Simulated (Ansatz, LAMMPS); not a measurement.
# Settings and their price: amorphous polythiophene (as short chains C30S7H20) at 400 K (114 atoms)

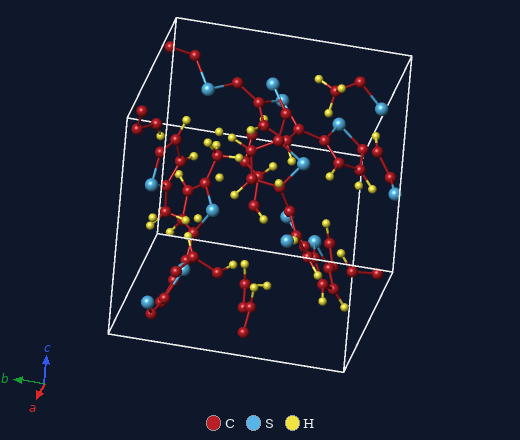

The cell (carbon red, sulfur blue, hydrogen yellow). Bonds to atoms that aren't drawn are left out. Some periodic images of atoms are drawn too.

Density of this cell: 1.28 g/cm³. The cell holds 114 atoms: 60 C, 14 S and 40 H. Cell: a = 11.615 Å, b = 11.615 Å, c = 11.615 Å, α = 90.0°, β = 90.0°, γ = 90.0°. 2 polythiophene chains of 7 units with methyl end groups placed at random, at 1.28 g/cm³; overlaps pushed apart, then 20 ps at 800 K with MMFF94 bonds, angles, torsions, charges and radii (Halgren, J. Comput. Chem. 17, 490 (1996)) in harmonic and 12-6 forms. Snapshot after 30 ps at 400 K and fixed volume.

Geometry: as built.

Reference run: Kohn-Sham DFT, PBE+D3(BJ), PAW (set soft_2), plane waves (Ansatz 0.2.0), cutoff 750 eV, Γ point, fermi-dirac smearing of 0.05 eV.

* r.m.s. force component: 1.103 eV/Å
* gap (highest filled to lowest empty level): 1.727 eV
* SCF cycles: 10
* time: 7.4 s on 8 threads of Intel Xeon Platinum 8488C (Sapphire Rapids), shared host

Q: Estimate how much each variant changes the results, and its time and memory.
- support functions medium
- support functions low
- support functions high
- support functions medium, radius 3.56 Å
- support functions medium, radius 3.85 Å
- support functions medium, radius 4.11 Å
- support functions medium, radius 4.4 Å
- support functions medium, radius 4.95 Å
- support functions medium, radius 5.5 Å

Each row is set against the run with plane waves at 750 eV (Kohn-Sham DFT, PBE+D3(BJ), PAW (set soft_2), plane waves; r.m.s. force component 1.10 eV/Å). Energies are set beside the reference only for runs with its functional, potentials and electron count. Times are for 8 threads of Intel Xeon Platinum 8488C (Sapphire Rapids), shared host.

```
                                    run  Δ force, r.m.s. (meV/Å)  share of r.m.s. force (%)  Δ energy (meV/atom)  Δ gap (eV)  cycles   time  host memory (GiB)
                              reference                        -                          -                    -           -      10  7.4 s                3.6
               support functions medium                    0.523                     0.0474               -0.202           0      13   25 s                2.8
                  support functions low                    0.556                     0.0505               -0.202      6.0e-4      11   23 s                2.8
                 support functions high                    0.331                       0.03               -0.183     -1.0e-4      16   84 s                5.8
support functions medium, radius 3.56 Å                    0.551                       0.05               -0.202           0      13   24 s                2.7
support functions medium, radius 3.85 Å                    0.507                      0.046               -0.202           0      13   26 s                3.0
support functions medium, radius 4.11 Å                    0.498                     0.0452               -0.202           0      13   30 s                3.2
 support functions medium, radius 4.4 Å                    0.483                     0.0438               -0.202           0      13   36 s                3.6
support functions medium, radius 4.95 Å                    0.475                     0.0431               -0.202      1.0e-4      13   52 s                4.6
 support functions medium, radius 5.5 Å                    0.475                     0.0431               -0.202      1.0e-4      13   83 s                5.6
```

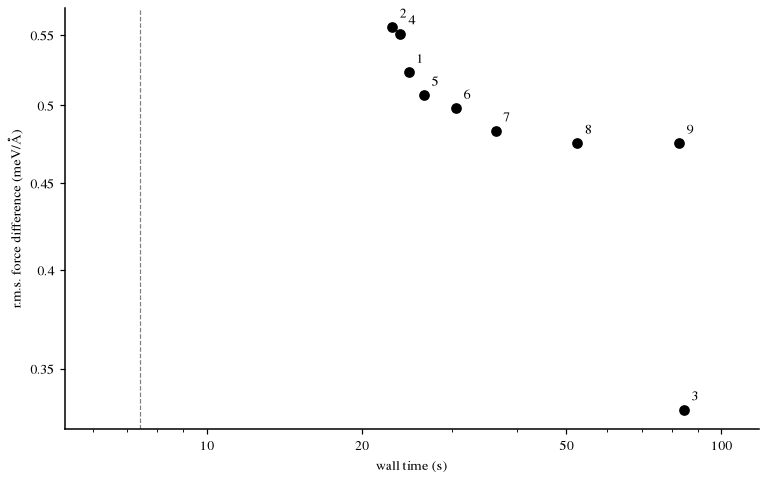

Force difference from the reference against wall time; the dashed line marks the reference's time. Points: 1 support functions medium; 2 support functions low; 3 support functions high; 4 support functions medium, radius 3.56 Å; 5 support functions medium, radius 3.85 Å; 6 support functions medium, radius 4.11 Å; 7 support functions medium, radius 4.4 Å; 8 support functions medium, radius 4.95 Å; 9 support functions medium, radius 5.5 Å.

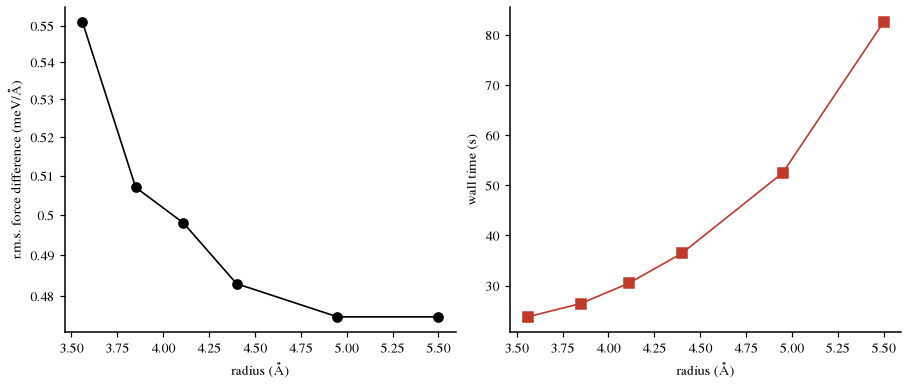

Force difference and time against the radius.

Among numerical settings the force difference runs from 0.33 meV/Å (support functions high) to 0.56 meV/Å (support functions low). At 114 atoms the fastest of the runs at a preset level, support functions low, takes 3.1 times the time of plane waves, in 11 SCF cycles against 10. Differences between support functions and plane waves include what basis error the plane-wave run still has. As the radius goes from 3.56 to 5.5 Å, the force difference goes from 0.55 to 0.47 meV/Å, and the time from 24 s to 83 s. 

[Logs are printed without paths, hosts, clocks, repeated set-up lines and the standing remarks that a program may print on its own settings, such as how far it seeks lower states.]

[Hosts, paths, dates, database ids (printed as entryN), source tags and the programs' standing remarks are cut or masked in the printed files.]

[The MMFF94 radii named for the starting cell were scaled by 0.96; in molecules described by MMFF94, hydrogen bound to N, O or S took a small fixed 12-6 site in their place.]
